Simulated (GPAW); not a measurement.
# Surface energy and work function of Pt(110) from slabs of 4 to 12 layers (LDA)

How do energy and work function of Pt(110) films settle with thickness, and what surface energy follows?

How it was computed: GPAW 26.7.0, plane waves at 450 eV with PAW setups; symmetric 1×1 slabs cut at the tabulated lattice constant (two decimals; low-temperature values for the alkali metals), atoms at bulk places, 7.5 Å of vacuum on each side, one in-plane mesh for all thicknesses, Fermi-Dirac smearing of 0.1 eV. Energies are extrapolated to zero smearing and count from the program's reference atoms. Functional LDA. The cell's area is 10.866 Å².

What came out, but for one run:

```tsv
layers	energy (eV)	work function (eV)
4	−27.8966	5.69
5	−35.7786	5.63
6	−43.6381	5.71
7	−51.5533	5.60
8	−59.4333	5.68
9	−67.3344	5.66
10	−75.2232	5.64
11	−83.1091	5.68
12	?	?
```

To predict: What surface energy do these runs give, and what energy and work function should the 12-layer slab have?

**Working.** A slab of n layers has E(n) = nε + 2Aγ once its middle is bulk-like. A line through n = 6 to 11 has the slope ε = −7.8933 eV a layer and the intercept 2Aγ = 3.7112 eV (r.m.s. residual 7.3 meV). So γ = 3.7112 / (2 × 10.866 Å²) = 0.1708 eV/Å² = 2.74 J/m², with a standard error of about 0.01 J/m² from the scatter about the line. For 12 layers: 3.7112 + 12 × (−7.8933) = −91.008 eV; the run gives −91.012 eV, 3.3 meV under the line. The work function has no such law: from 6 to 11 layers it moves between 5.60 and 5.71 eV (mean 5.66), and the 12-layer slab gives 5.65 eV. The thinnest slab, 4 layers, lies +0.03 eV from that mean. The values go up and down with thickness, as expected where levels confined across the film cross the Fermi level one by one. The measured value for this face is 5.53 eV (“Anisotropic work function of elemental crystals” (2019, arxiv:1902.07811)), for a face that reconstructs.

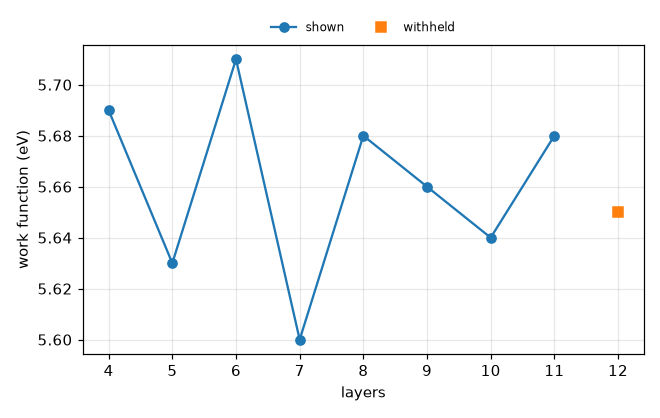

Work function against thickness.

Caveats: The surfaces are unrelaxed, so γ is an upper bound for this functional and lattice constant. The tabulated lattice constant isn't the functional's own, which strains the slab a little. Spin-orbit coupling is left out.

[Logs are printed without paths, hosts, clocks, repeated set-up lines and the standing remarks that a program may print on its own settings, such as how far it seeks lower states.]
